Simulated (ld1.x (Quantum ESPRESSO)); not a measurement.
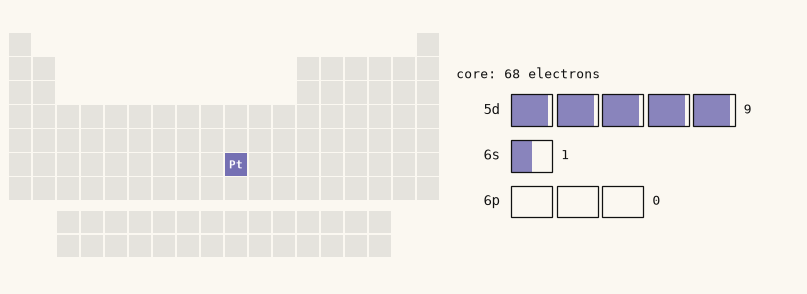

Left, the place of platinum in the periodic table; right, the valence shells of the reference configuration: a box for each of the 2l + 1 orbitals, shaded by the share of the shell that is filled, with the electron count at the right.

# Pseudopotential generation for Pt (part 1 of 2)

Platinum (Pt, Z = 78), core [Xe] 4f14, reference valence 5d9 6s1 6p0, valence charge 10. Computed at this level: TM potential, LDA (PZ), fully relativistic, made with ld1.x (Quantum ESPRESSO) 7.5.

## The input
```
 &input
   title='Pt', zed=78., rel=2, dft='PZ', iswitch=3,
   config='[Xe] 4f14 5d9 6s1 6p0', rel_dist='average',
   nld=5, rlderiv=3.70, eminld=-2.0, emaxld=5.0, deld=0.02
 /
 &inputp
   pseudotype=2, tm=.true., lloc=2,
   nlcc=.false.,
   file_pseudopw='Pt.UPF', file_wfcaegen='ae.wfc', file_wfcncgen='nc.wfc', file_beta='beta', file_chi='chi'
 /
3
6S  1  0   1.00   0.00  1.90  1.90  0.0
6P  2  1   0.00   0.00  3.40  3.40  0.0
5D  3  2   9.00   0.00  2.15  2.15  0.0
 &test
   configts(1)='5d9 6s1 6p0'
 /
```

## Input of the test run
```
 &input
   title='Pt', zed=78., rel=2, dft='PZ', iswitch=2,
   config='[Xe] 4f14 5d9 6s1 6p0', rel_dist='average'
 /
 &test
   file_pseudo='Pt.UPF', nconf=8,
   configts(1)='5d9 6s1 6p0',
   configts(2)='5d9 6s0 6p0',
   configts(3)='5d8 6s0 6p0',
   configts(4)='5d7 6s0 6p0',
   configts(5)='5d10 6s0 6p0',
   configts(6)='5d6 6s0 6p0',
   configts(7)='5d8 6s2 6p0',
   configts(8)='5d9.5 6s0.5 6p0'
 /
```

Launched with:
```bash
ld1.x < Pt.in > Pt.out
```

## The program's output
```
     Program LD1 v.7.5
 state nlj           5           2   1.5000000000000000       not converged
 state nlj           5           2   2.5000000000000000       not converged
 state nlj           5           1  0.50000000000000000       not converged
 state nlj           5           1   1.5000000000000000       not converged
 state nlj           4           3   2.5000000000000000       not converged
 state nlj           4           3   3.5000000000000000       not converged
 state nlj           5           2   1.5000000000000000       not converged
 state nlj           5           2   2.5000000000000000       not converged
 state nlj           6           0  0.50000000000000000       not converged
 state nlj           6           1  0.50000000000000000       not converged
 state nlj           6           1   1.5000000000000000       not converged
 classical turning point too close to mesh           6           1           1
 classical turning point too close to mesh           6           1          -2
     --------------------------- All-electron run ----------------------------

     Pt
     dirac relativistic calculation

     atomic number is 78.00
     dft =PZ   lsd =0 sic =0 latt =0  beta=0.20 tr2=1.0E-14
     Exchange-correlation= PZ
                           (   1   1   0   0   0   0   0)
     mesh =1277 r(mesh) =  98.81913 a.u. xmin = -7.00 dx = 0.01250
     1 Ry =  13.60569312 eV, c = 137.03599908

     n l j   nl                  e(Ry)          e(Ha)          e(eV)
     Spin orbit split results
     1 0 0.5 1S 1( 2.00)     -5751.3648     -2875.6824    -78251.3040
     2 0 0.5 2S 1( 2.00)     -1009.6801      -504.8401    -13737.3979
     2 1 0.5 2P 1( 2.00)      -967.9098      -483.9549    -13169.0834
     2 1 1.5 2P 1( 4.00)      -840.9503      -420.4751    -11441.7116
     3 0 0.5 3S 1( 2.00)      -237.1183      -118.5591     -3226.1584
     3 1 0.5 3P 1( 2.00)      -218.3498      -109.1749     -2970.8009
     3 1 1.5 3P 1( 4.00)      -190.4475       -95.2237     -2591.1697
     4 0 0.5 4S 1( 2.00)       -50.9031       -25.4516      -692.5723
     4 1 0.5 4P 1( 2.00)       -42.9464       -21.4732      -584.3155
     4 1 1.5 4P 1( 4.00)       -36.2828       -18.1414      -493.6523
     3 2 1.5 3D 1( 4.00)      -159.1255       -79.5627     -2165.0125
     3 2 2.5 3D 1( 6.00)      -153.1075       -76.5538     -2083.1338
     5 0 0.5 5S 1( 2.00)        -7.4939        -3.7469      -101.9595
     5 1 0.5 5P 1( 2.00)        -4.9464        -2.4732       -67.2991
     5 1 1.5 5P 1( 4.00)        -3.8360        -1.9180       -52.1920
     4 2 1.5 4D 1( 4.00)       -23.2355       -11.6177      -316.1347
     4 2 2.5 4D 1( 6.00)       -21.9964       -10.9982      -299.2764
     4 3 2.5 4F 1( 6.00)        -5.3098        -2.6549       -72.2435
     4 3 3.5 4F 1( 8.00)        -5.0556        -2.5278       -68.7854
     5 2 1.5 5D 1( 3.60)        -0.5306        -0.2653        -7.2191
     5 2 2.5 5D 1( 5.40)        -0.4322        -0.2161        -5.8806
     6 0 0.5 6S 1( 1.00)        -0.4398        -0.2199        -5.9836
     6 1 0.5 6P 1( 0.00)        -0.1019        -0.0510        -1.3865
     6 1 1.5 6P 1( 0.00)        -0.0615        -0.0308        -0.8372
     Averaged results
     1 0     1S 1( 2.00)     -5751.3648     -2875.6824    -78251.3040
     2 0     2S 1( 2.00)     -1009.6801      -504.8401    -13737.3979
     2 1     2P 1( 6.00)      -883.2701      -441.6351    -12017.5022
     3 0     3S 1( 2.00)      -237.1183      -118.5591     -3226.1584
     3 1     3P 1( 6.00)      -199.7483       -99.8741     -2717.7134
     4 0     4S 1( 2.00)       -50.9031       -25.4516      -692.5723
     4 1     4P 1( 6.00)       -38.5040       -19.2520      -523.8734
     3 2     3D 1(10.00)      -155.5147       -77.7574     -2115.8853
     5 0     5S 1( 2.00)        -7.4939        -3.7469      -101.9595
     5 1     5P 1( 6.00)        -4.2062        -2.1031       -57.2277
     4 2     4D 1(10.00)       -22.4920       -11.2460      -306.0198
     4 3     4F 1(14.00)        -5.1646        -2.5823       -70.2675
     5 2     5D 1( 9.00)        -0.4716        -0.2358        -6.4160
     6 0     6S 1( 1.00)        -0.4398        -0.2199        -5.9836
     6 1     6P 1( 0.00)        -0.0750        -0.0375        -1.0203

     final scf error:  8.3E-15 reached in  38 iterations

     Etot =  -36872.877801 Ry,  -18436.438900 Ha, -501681.059916 eV

     Ekin =   42192.241013 Ry,   21096.120506 Ha,  574054.683393 eV
     Encl =  -92747.068920 Ry,  -46373.534460 Ha,-1261888.157782 eV
     Eh   =   14375.540045 Ry,    7187.770022 Ha,  195589.186325 eV
     Exc  =    -693.589938 Ry,    -346.794969 Ha,   -9436.771852 eV

     normalization and overlap integrals

     s(1S/1S) =  1.000000  <r> =   0.0172  <r2> =    0.0004  r(max) =   0.0106
     s(2S/2S) =  1.000000  <r> =   0.0717  <r2> =    0.0061  r(max) =   0.0612
     s(2P/2P) =  1.000000  <r> =   0.0591  <r2> =    0.0044  r(max) =   0.0459
     s(2P/2P) =  1.000000  <r> =   0.0675  <r2> =    0.0055  r(max) =   0.0526
     s(3S/3S) =  1.000000  <r> =   0.1867  <r2> =    0.0400  r(max) =   0.1726
     s(3P/3P) =  1.000000  <r> =   0.1769  <r2> =    0.0365  r(max) =   0.1622
     s(3P/3P) =  1.000000  <r> =   0.1924  <r2> =    0.0430  r(max) =   0.1770
     s(4S/4S) =  1.000000  <r> =   0.4152  <r2> =    0.1948  r(max) =   0.3890
     s(4P/4P) =  1.000000  <r> =   0.4180  <r2> =    0.1991  r(max) =   0.3890
     s(4P/4P) =  1.000000  <r> =   0.4522  <r2> =    0.2326  r(max) =   0.4193
     s(3D/3D) =  1.000000  <r> =   0.1677  <r2> =    0.0330  r(max) =   0.1378
     s(3D/3D) =  1.000000  <r> =   0.1724  <r2> =    0.0348  r(max) =   0.1413
     s(5S/5S) =  1.000000  <r> =   0.9522  <r2> =    1.0185  r(max) =   0.8657
     s(5P/5P) =  1.000000  <r> =   1.0334  <r2> =    1.2091  r(max) =   0.9215
     s(5P/5P) =  1.000000  <r> =   1.1351  <r2> =    1.4613  r(max) =   1.0058
     s(4D/4D) =  1.000000  <r> =   0.4619  <r2> =    0.2470  r(max) =   0.4141
     s(4D/4D) =  1.000000  <r> =   0.4732  <r2> =    0.2591  r(max) =   0.4246
     s(4F/4F) =  1.000000  <r> =   0.5126  <r2> =    0.3202  r(max) =   0.3842
     s(4F/4F) =  1.000000  <r> =   0.5199  <r2> =    0.3296  r(max) =   0.3890
     s(5D/5D) =  1.000000  <r> =   1.6495  <r2> =    3.2975  r(max) =   1.2439
     s(5D/5D) =  1.000000  <r> =   1.7403  <r2> =    3.7012  r(max) =   1.2915
     s(6S/6S) =  1.000000  <r> =   2.9042  <r2> =    9.7043  r(max) =   2.3828
     s(6P/6P) =  1.000000  <r> =   4.2509  <r2> =   21.6208  r(max) =   3.2165
     s(6P/6P) =  1.000000  <r> =   4.9860  <r2> =   30.0217  r(max) =   3.6906

     ------------------------ End of All-electron run ------------------------

     --------------------- Generating NC pseudopotential ---------------------

      Generating local pot.: lloc=2, j= 1.50, matching radius rcloc =   2.1500

      Generating local pot.: lloc=2, j= 2.50, matching radius rcloc =   2.1500

     Fully relativistic calculation: |psi|^2

     Wfc 6S LC norm =  0.99994273 SC norm =  0.00005640 missing  0.00000087

     Wfc 6P LC norm =  0.99997543 SC norm =  0.00002450 missing  0.00000007

     Wfc 6P LC norm =  0.99998267 SC norm =  0.00001525 missing  0.00000208

      Wfc   6S  rcut= 1.903  Using Troullier-Martins method

      Wfc   6P  rcut= 3.381  Using Troullier-Martins method

      Wfc   6P  rcut= 3.381  Using Troullier-Martins method

     ------------------- End of pseudopotential generation -------------------

 state nlj           5           2   1.5000000000000000       not converged
 state nlj           5           2   2.5000000000000000       not converged
 state nlj           5           1  0.50000000000000000       not converged
 state nlj           5           1   1.5000000000000000       not converged
 state nlj           4           3   2.5000000000000000       not converged
 state nlj           4           3   3.5000000000000000       not converged
 state nlj           5           2   1.5000000000000000       not converged
 state nlj           5           2   2.5000000000000000       not converged
 state nlj           6           0  0.50000000000000000       not converged
 state nlj           6           1  0.50000000000000000       not converged
 state nlj           6           1   1.5000000000000000       not converged
 classical turning point too close to mesh           6           1           1
 classical turning point too close to mesh           6           1          -2
     --------------------------- All-electron run ----------------------------

     Pt
     dirac relativistic calculation

     atomic number is 78.00
     dft =PZ   lsd =0 sic =0 latt =0  beta=0.20 tr2=1.0E-14
     Exchange-correlation= PZ
                           (   1   1   0   0   0   0   0)
     mesh =1277 r(mesh) =  98.81913 a.u. xmin = -7.00 dx = 0.01250
     1 Ry =  13.60569312 eV, c = 137.03599908

     n l j   nl                  e(Ry)          e(Ha)          e(eV)
     Spin orbit split results
     1 0 0.5 1S 1( 2.00)     -5751.3648     -2875.6824    -78251.3040
     2 0 0.5 2S 1( 2.00)     -1009.6801      -504.8401    -13737.3979
     2 1 0.5 2P 1( 2.00)      -967.9098      -483.9549    -13169.0834
     2 1 1.5 2P 1( 4.00)      -840.9503      -420.4751    -11441.7116
     3 0 0.5 3S 1( 2.00)      -237.1183      -118.5591     -3226.1584
     3 1 0.5 3P 1( 2.00)      -218.3498      -109.1749     -2970.8009
     3 1 1.5 3P 1( 4.00)      -190.4475       -95.2237     -2591.1697
     4 0 0.5 4S 1( 2.00)       -50.9031       -25.4516      -692.5723
     4 1 0.5 4P 1( 2.00)       -42.9464       -21.4732      -584.3155
     4 1 1.5 4P 1( 4.00)       -36.2828       -18.1414      -493.6523
     3 2 1.5 3D 1( 4.00)      -159.1255       -79.5627     -2165.0125
     3 2 2.5 3D 1( 6.00)      -153.1075       -76.5538     -2083.1338
     5 0 0.5 5S 1( 2.00)        -7.4939        -3.7469      -101.9595
     5 1 0.5 5P 1( 2.00)        -4.9464        -2.4732       -67.2991
     5 1 1.5 5P 1( 4.00)        -3.8360        -1.9180       -52.1920
     4 2 1.5 4D 1( 4.00)       -23.2355       -11.6177      -316.1347
     4 2 2.5 4D 1( 6.00)       -21.9964       -10.9982      -299.2764
     4 3 2.5 4F 1( 6.00)        -5.3098        -2.6549       -72.2435
     4 3 3.5 4F 1( 8.00)        -5.0556        -2.5278       -68.7854
     5 2 1.5 5D 1( 3.60)        -0.5306        -0.2653        -7.2191
     5 2 2.5 5D 1( 5.40)        -0.4322        -0.2161        -5.8806
     6 0 0.5 6S 1( 1.00)        -0.4398        -0.2199        -5.9836
     6 1 0.5 6P 1( 0.00)        -0.1019        -0.0510        -1.3865
     6 1 1.5 6P 1( 0.00)        -0.0615        -0.0308        -0.8372
     Averaged results
     1 0     1S 1( 2.00)     -5751.3648     -2875.6824    -78251.3040
     2 0     2S 1( 2.00)     -1009.6801      -504.8401    -13737.3979
     2 1     2P 1( 6.00)      -883.2701      -441.6351    -12017.5022
     3 0     3S 1( 2.00)      -237.1183      -118.5591     -3226.1584
     3 1     3P 1( 6.00)      -199.7483       -99.8741     -2717.7134
     4 0     4S 1( 2.00)       -50.9031       -25.4516      -692.5723
     4 1     4P 1( 6.00)       -38.5040       -19.2520      -523.8734
     3 2     3D 1(10.00)      -155.5147       -77.7574     -2115.8853
     5 0     5S 1( 2.00)        -7.4939        -3.7469      -101.9595
     5 1     5P 1( 6.00)        -4.2062        -2.1031       -57.2277
     4 2     4D 1(10.00)       -22.4920       -11.2460      -306.0198
     4 3     4F 1(14.00)        -5.1646        -2.5823       -70.2675
     5 2     5D 1( 9.00)        -0.4716        -0.2358        -6.4160
     6 0     6S 1( 1.00)        -0.4398        -0.2199        -5.9836
     6 1     6P 1( 0.00)        -0.0750        -0.0375        -1.0203

     final scf error:  8.3E-15 reached in  38 iterations

     Etot =  -36872.877801 Ry,  -18436.438900 Ha, -501681.059916 eV

     Ekin =   42192.241013 Ry,   21096.120506 Ha,  574054.683393 eV
     Encl =  -92747.068920 Ry,  -46373.534460 Ha,-1261888.157782 eV
     Eh   =   14375.540045 Ry,    7187.770022 Ha,  195589.186325 eV
     Exc  =    -693.589938 Ry,    -346.794969 Ha,   -9436.771852 eV

     normalization and overlap integrals

     s(1S/1S) =  1.000000  <r> =   0.0172  <r2> =    0.0004  r(max) =   0.0106
     s(2S/2S) =  1.000000  <r> =   0.0717  <r2> =    0.0061  r(max) =   0.0612
     s(2P/2P) =  1.000000  <r> =   0.0591  <r2> =    0.0044  r(max) =   0.0459
     s(2P/2P) =  1.000000  <r> =   0.0675  <r2> =    0.0055  r(max) =   0.0526
     s(3S/3S) =  1.000000  <r> =   0.1867  <r2> =    0.0400  r(max) =   0.1726
     s(3P/3P) =  1.000000  <r> =   0.1769  <r2> =    0.0365  r(max) =   0.1622
     s(3P/3P) =  1.000000  <r> =   0.1924  <r2> =    0.0430  r(max) =   0.1770
     s(4S/4S) =  1.000000  <r> =   0.4152  <r2> =    0.1948  r(max) =   0.3890
     s(4P/4P) =  1.000000  <r> =   0.4180  <r2> =    0.1991  r(max) =   0.3890
     s(4P/4P) =  1.000000  <r> =   0.4522  <r2> =    0.2326  r(max) =   0.4193
     s(3D/3D) =  1.000000  <r> =   0.1677  <r2> =    0.0330  r(max) =   0.1378
     s(3D/3D) =  1.000000  <r> =   0.1724  <r2> =    0.0348  r(max) =   0.1413
     s(5S/5S) =  1.000000  <r> =   0.9522  <r2> =    1.0185  r(max) =   0.8657
     s(5P/5P) =  1.000000  <r> =   1.0334  <r2> =    1.2091  r(max) =   0.9215
     s(5P/5P) =  1.000000  <r> =   1.1351  <r2> =    1.4613  r(max) =   1.0058
     s(4D/4D) =  1.000000  <r> =   0.4619  <r2> =    0.2470  r(max) =   0.4141
     s(4D/4D) =  1.000000  <r> =   0.4732  <r2> =    0.2591  r(max) =   0.4246
     s(4F/4F) =  1.000000  <r> =   0.5126  <r2> =    0.3202  r(max) =   0.3842
     s(4F/4F) =  1.000000  <r> =   0.5199  <r2> =    0.3296  r(max) =   0.3890
     s(5D/5D) =  1.000000  <r> =   1.6495  <r2> =    3.2975  r(max) =   1.2439
     s(5D/5D) =  1.000000  <r> =   1.7403  <r2> =    3.7012  r(max) =   1.2915
     s(6S/6S) =  1.000000  <r> =   2.9042  <r2> =    9.7043  r(max) =   2.3828
     s(6P/6P) =  1.000000  <r> =   4.2509  <r2> =   21.6208  r(max) =   3.2165
     s(6P/6P) =  1.000000  <r> =   4.9860  <r2> =   30.0217  r(max) =   3.6906

     ------------------------ End of All-electron run ------------------------

     Computing logarithmic derivative in   3.71382
     Computing logarithmic derivative in   3.71382
     Computing the partial wave expansion
     R is outside the sphere for l=    0 j= 0.50
     R is outside the sphere for l=    1 j= 0.50
     R is outside the sphere for l=    1 j= 1.50
       no projector for channel:   2
       no projector for channel:   2

     ---------------------- Testing the pseudopotential ----------------------

     Pt
     dirac relativistic calculation

     atomic number is 78.00   valence charge is 10.00
     dft =PZ   lsd =0 sic =0 latt =0  beta=0.20 tr2=1.0E-14
     mesh =1277 r(mesh) =  98.81913 xmin = -7.00 dx = 0.01250

     n l  j  nl             e AE (Ry)       e PS (Ry)    De AE-PS (Ry)
     3 2 1.5 5D   1( 3.60)       -0.53059       -0.46999       -0.06060  !
     3 2 2.5 5D   1( 5.40)       -0.43222       -0.46999        0.03777  !
     1 0 0.5 6S   1( 1.00)       -0.43978       -0.43978       -0.00000
     2 1 0.5 6P   1( 0.00)       -0.10191       -0.10191       -0.00000
     2 1 1.5 6P   1( 0.00)       -0.06153       -0.06153        0.00000

     eps = 6.8E-15  iter = 22

     Etot =  -36872.877801 Ry,  -18436.438900 Ha, -501681.059916 eV
     Etotps =   -52.291849 Ry,     -26.145925 Ha,    -711.466853 eV

     Ekin =      40.257582 Ry,      20.128791 Ha,     547.732303 eV
     Encl =    -134.856254 Ry,     -67.428127 Ha,   -1834.812804 eV
     Ehrt =      50.253592 Ry,      25.126796 Ha,     683.734944 eV
     Ecxc =      -8.543140 Ry,      -4.271570 Ha,    -116.235340 eV
     Epseu=       0.596371 Ry,       0.298186 Ha,       8.114044 eV

     ---------------------- End of pseudopotential test ----------------------
```

## Output of the test run (extracts)
```
     ---------------------- Testing the pseudopotential ----------------------

     Pt
     dirac relativistic calculation

     atomic number is 78.00   valence charge is 10.00
     dft =PZ   lsd =0 sic =0 latt =0  beta=0.20 tr2=1.0E-14
     mesh =1277 r(mesh) =  98.81913 xmin = -7.00 dx = 0.01250

     n l  j  nl             e AE (Ry)       e PS (Ry)    De AE-PS (Ry)
     3 2 1.5 5D   1( 3.60)       -0.53059       -0.46999       -0.06060  !
     3 2 2.5 5D   1( 5.40)       -0.43222       -0.46999        0.03777  !
     1 0 0.5 6S   1( 1.00)       -0.43978       -0.43978       -0.00000
     2 1 0.5 6P   1( 0.00)       -0.10191       -0.10191       -0.00000
     2 1 1.5 6P   1( 0.00)       -0.06153       -0.06153        0.00000

     eps = 5.7E-15  iter = 22

     Etot =  -36872.877801 Ry,  -18436.438900 Ha, -501681.059916 eV
     Etotps =   -52.291849 Ry,     -26.145925 Ha,    -711.466852 eV

     Ekin =      40.257582 Ry,      20.128791 Ha,     547.732304 eV
     Encl =    -134.856254 Ry,     -67.428127 Ha,   -1834.812804 eV
     Ehrt =      50.253591 Ry,      25.126796 Ha,     683.734944 eV
     Ecxc =      -8.543140 Ry,      -4.271570 Ha,    -116.235340 eV
     Epseu=       0.596371 Ry,       0.298186 Ha,       8.114044 eV

     ---------------------- End of pseudopotential test ----------------------

     ---------------------- Testing the pseudopotential ----------------------

     Pt
     dirac relativistic calculation

     atomic number is 78.00   valence charge is 10.00
     dft =PZ   lsd =0 sic =0 latt =0  beta=0.20 tr2=1.0E-14
     mesh =1277 r(mesh) =  98.81913 xmin = -7.00 dx = 0.01250

     n l  j  nl             e AE (Ry)       e PS (Ry)    De AE-PS (Ry)
     3 2 1.5 5D   1( 3.60)       -1.13539       -1.07234       -0.06305  !
     3 2 2.5 5D   1( 5.40)       -1.03385       -1.07234        0.03848  !
     1 0 0.5 6S   1( 0.00)       -0.97507       -0.97509        0.00002
     2 1 0.5 6P   1( 0.00)       -0.55914       -0.59439        0.03525  !
     2 1 1.5 6P   1( 0.00)       -0.48343       -0.48343        0.00000

     eps = 1.6E-15  iter = 12

     Etot =  -36872.175265 Ry,  -18436.087633 Ha, -501671.501439 eV
     Etotps =   -51.589208 Ry,     -25.794604 Ha,    -701.906938 eV
     dEtot_ae =       0.702535 Ry
     dEtot_ps =       0.702641 Ry,   Delta E=      -0.000106 Ry

     Ekin =      41.153403 Ry,      20.576701 Ha,     559.920569 eV
     Encl =    -129.072086 Ry,     -64.536043 Ha,   -1756.115192 eV
     Ehrt =      44.439149 Ry,      22.219574 Ha,     604.625419 eV
     Ecxc =      -8.109674 Ry,      -4.054837 Ha,    -110.337733 eV

     ---------------------- End of pseudopotential test ----------------------

     ---------------------- Testing the pseudopotential ----------------------

     Pt
     dirac relativistic calculation

     atomic number is 78.00   valence charge is 10.00
     dft =PZ   lsd =0 sic =0 latt =0  beta=0.20 tr2=1.0E-14
     mesh =1277 r(mesh) =  98.81913 xmin = -7.00 dx = 0.01250

     n l  j  nl             e AE (Ry)       e PS (Ry)    De AE-PS (Ry)
     3 2 1.5 5D   1( 3.20)       -1.99071       -1.92401       -0.06670  !
     3 2 2.5 5D   1( 4.80)       -1.87932       -1.92401        0.04469  !
     1 0 0.5 6S   1( 0.00)       -1.65611       -1.65433       -0.00178
     2 1 0.5 6P   1( 0.00)       -1.15460       -1.15460        0.00000
     2 1 1.5 6P   1( 0.00)       -1.03899       -1.03899        0.00000

     eps = 8.6E-15  iter = 17

     Etot =  -36870.685061 Ry,  -18435.342530 Ha, -501651.226171 eV
     Etotps =   -50.100181 Ry,     -25.050091 Ha,    -681.647690 eV
     dEtot_ae =       2.192740 Ry
     dEtot_ps =       2.191668 Ry,   Delta E=       0.001072 Ry

     Ekin =      39.457556 Ry,      19.728778 Ha,     536.847396 eV
     Encl =    -119.207175 Ry,     -59.603587 Ha,   -1621.896237 eV
     Ehrt =      36.964388 Ry,      18.482194 Ha,     502.926124 eV
     Ecxc =      -7.314951 Ry,      -3.657475 Ha,     -99.524974 eV

     ---------------------- End of pseudopotential test ----------------------
```

(Continued in part 2.) Outcome of the run: generated, with a ghost state; no spin-orbit splitting in 5d; the pseudo-atom misses its reference levels by up to 0.82 eV (5d).
